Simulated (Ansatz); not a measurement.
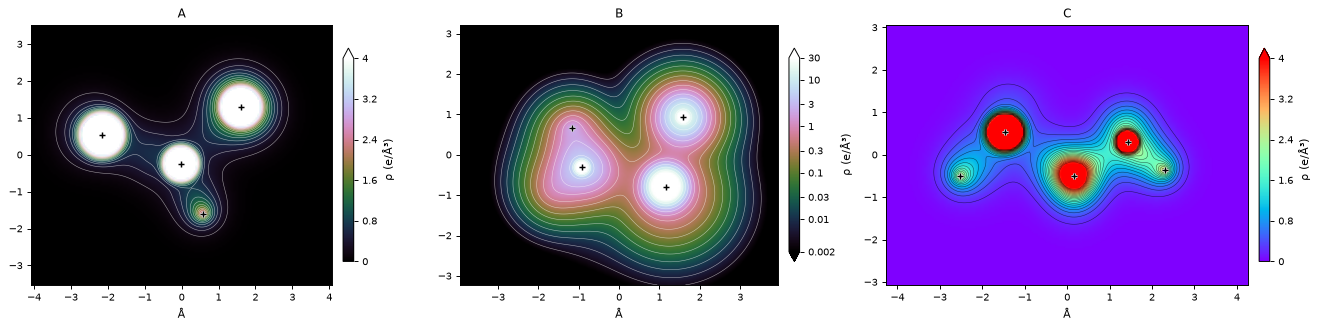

The electron density of 3 systems, each on a plane through atoms (crosses mark nuclei in the plane).

All numbers below come from Ansatz, isolated molecule in a Gaussian basis; Kohn-Sham density functional theory, functional PBE0.

System 1: CH8NSi (SMILES C[NH2+][SiH3]) (charge +1), the plane of atoms C1, N2 and Si3. Geometry: PBE-D3(BJ)/def2-SVP.

```xyz
11

C    -1.8446   -0.0277   -0.9781
N    -1.6924    0.0272    0.5182
Si    0.1122    0.1956    1.1483
H    -1.4344    0.9007   -1.4156
H    -2.9134   -0.1244   -1.2435
H    -1.2843   -0.8984   -1.3648
H    -2.1182   -0.8198    0.9398
H    -2.2545    0.8143    0.8937
H    -0.0532    0.2230    2.6295
H     0.5506    1.4783    0.5289
H     0.7603   -1.0286    0.5986
```

System 2: BrGeHSi, the molecular plane. Geometry: B3LYP-D3(BJ)/def2-SVP.

```tsv
atom	x (Å)	y (Å)	z (Å)
Br	1.1115	-0.9100	1.9361
Ge	0.9526	1.0229	-1.3886
Si	-0.1537	0.1402	0.3988
H	-1.5887	0.0920	0.8081
```

System 3: FGeH2NS (SMILES [F][Ge-]1[NH2+][S]1), the plane of atoms F1, Ge2 and N3. Geometry: B3LYP/6-31G*.

```yaml
atoms:
  - { symbol: F, position_ang: [-4.0607, -1.2082, 0.9799] }
  - { symbol: Ge, position_ang: [-2.7237, -1.5729, 2.0959] }
  - { symbol: N, position_ang: [-1.5556, 0.0412, 1.2979] }
  - { symbol: S, position_ang: [-0.9140, -1.4747, 0.5514] }
  - { symbol: H, position_ang: [-2.0264, 0.6400, 0.6215] }
  - { symbol: H, position_ang: [-0.8564, 0.5583, 1.8261] }
```

Question: Which map belongs to which system?

Answer: Panel A is system 2, BrGeHSi: the plane holds Br, Ge, Si and H. Si–Br (2.25 Å): the density is about 0.72 e/Å³ at the midpoint, with its minimum of 0.57 e/Å³ about 0.8 Å from Si. Panel B is system 3, FGeH2NS: the plane holds F, Ge, N and H. Ge–F (1.78 Å): ρ at the midpoint is about 0.89 e/Å³. Panel C is system 1, CH8NSi: the plane holds C, N, Si and H. C–N (1.51 Å): the density is about 1.7 e/Å³ at the midpoint.
